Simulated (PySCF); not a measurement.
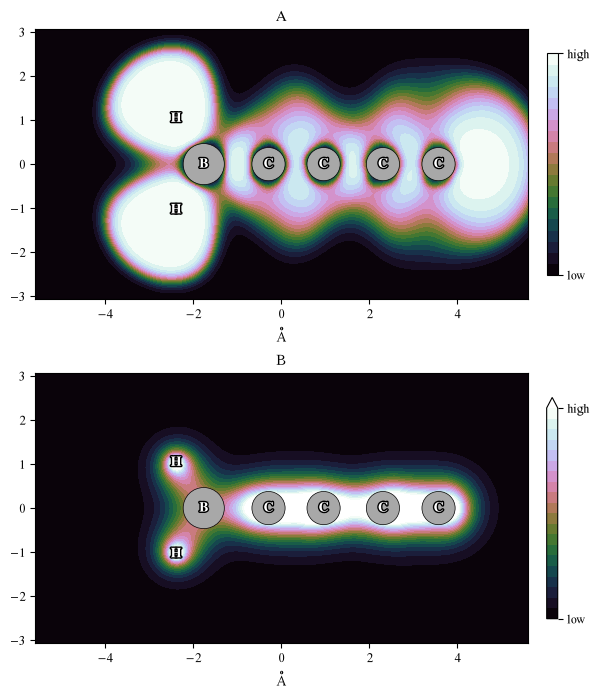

C4H2B (SMILES BC#CC#[C-]) (charge −1): 2 fields on the molecular plane, with unlabelled colour scales. Grey discs cover the atomic cores.

Geometry: PBE0-D3(BJ)/def2-SVPD.

Level of theory: Gaussian-basis quantum chemistry of an isolated molecule with PySCF, energy and nuclear gradient, functional PBE0 in PySCF.

**Match the panels to the quantities (electron density and electron localisation function).**

Panel A: electron localisation function. Panel B: electron density. From the grid: C–C (1.25 Å): ρ at the midpoint is about 2.6 e/Å³; the ELF peaks at about 0.85 between the atoms (a multiple bond). C–B (1.47 Å): ρ at the midpoint is about 1.6 e/Å³; the ELF peaks at about 0.95 between the atoms: localised, covalent bonding.
